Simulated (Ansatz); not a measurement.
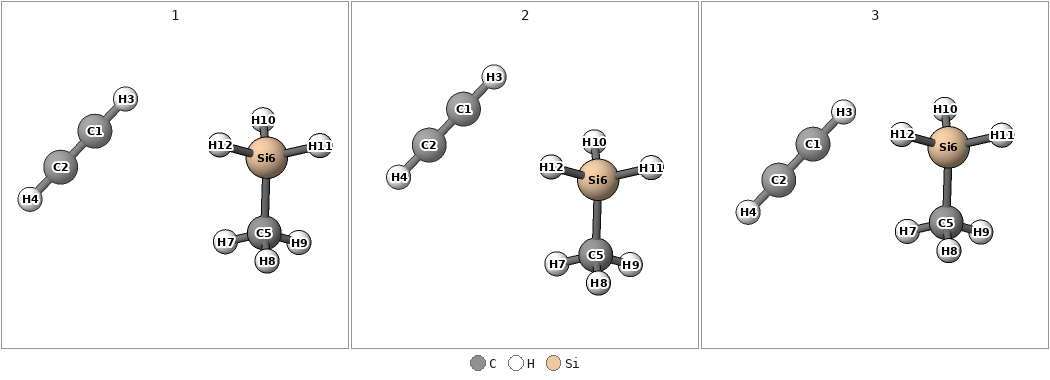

The pair C₂H₂···CH₆Si. First axis: separation of Si6 and C1 along their line in the relaxed pair. Second axis: sideways slip of C1, C2, H3, H4. Nothing is relaxed (both partners rigid). Grid: 9 × 9 points. Points are written as (first, second). Energies are in cm⁻¹, from the two partners far apart, frozen as in the relaxed pair, each in its own basis (no counterpoise correction). Method: Ansatz, RHF/def2-SVPD.

The numbered pictures are structures from this grid.

Rank them by energy, lowest first.

Answer. 3, at (4.753 Å, 0.00 Å): −175 cm⁻¹; 2, at (4.426 Å, −1.65 Å): −115 cm⁻¹; 1, at (5.925 Å, −0.55 Å): −69 cm⁻¹.

The map, with the structures marked:

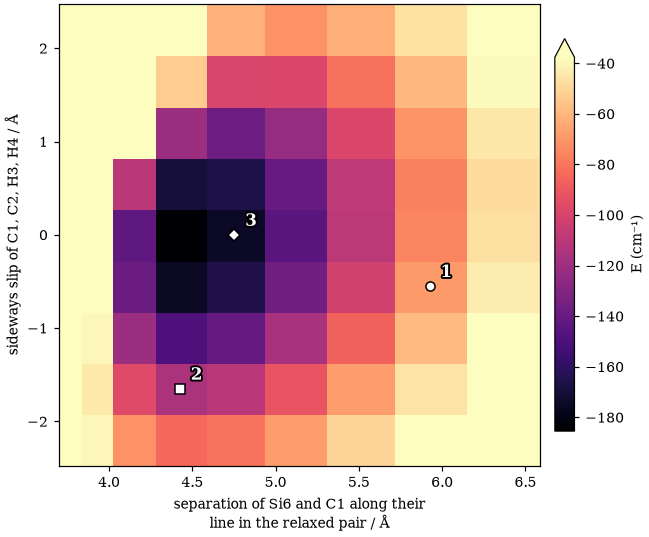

In the figure: one coloured cell a grid point, one colour for all values above the top of the scale.
